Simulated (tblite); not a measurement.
# B2SiH2F3: geometry relaxation (part 3 of 3)

B2SiH2F3, multiplicity 2, SMILES F[B][SiH2]B(F)F; GFN2-xTB geometry optimisation, gas phase (tblite 0.8.0). It belongs to a series of runs on one base structure; here: H removed from B.

Geometry of the input (Å):
```
F  1.0307  2.0642  -0.5167
B  1.6870  0.8806  -0.0223
Si 0.5367  -0.6730  0.2431
B  -1.3378  -0.1236  0.0045
F  -1.8998  -0.3932  -1.2960
F  -1.6952  1.0820  0.7318
H  0.7527  -1.1612  1.5954
H  0.9348  -1.6664  -0.7643
```

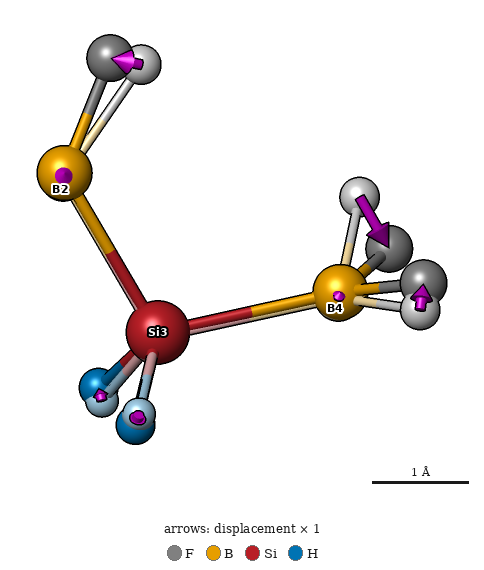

*Start (faint) and end (solid) with the displacements as pink arrows, at true length (ball-and-stick view, seen on its broad side). The two geometries are laid on each other by the best rigid fit.*

After 60 geometry steps the energy has fallen by 25.7 kcal/mol. Largest force component: 3.4 eV/Å at the start, 0.002 eV/Å at the end. The largest move after the best rigid fit is that of F6, 0.63 Å. By element the largest moves are F 0.63 Å, H 0.18 Å, B 0.17 Å, Si 0.06 Å. Among the contacts that change: F1–B2 1.441 → 1.294 Å, B4–F6 1.453 → 1.327 Å, B4–F5 1.442 → 1.328 Å, B2–Si3 1.951 → 1.978 Å. Among the angles that change: F1–B2–Si3 115.6° → 128.0°, Si3–B4–F6 113.9° → 123.6°, F5–B4–F6 120.7° → 111.9°. (Atoms are counted from 1 in the order of the input.)
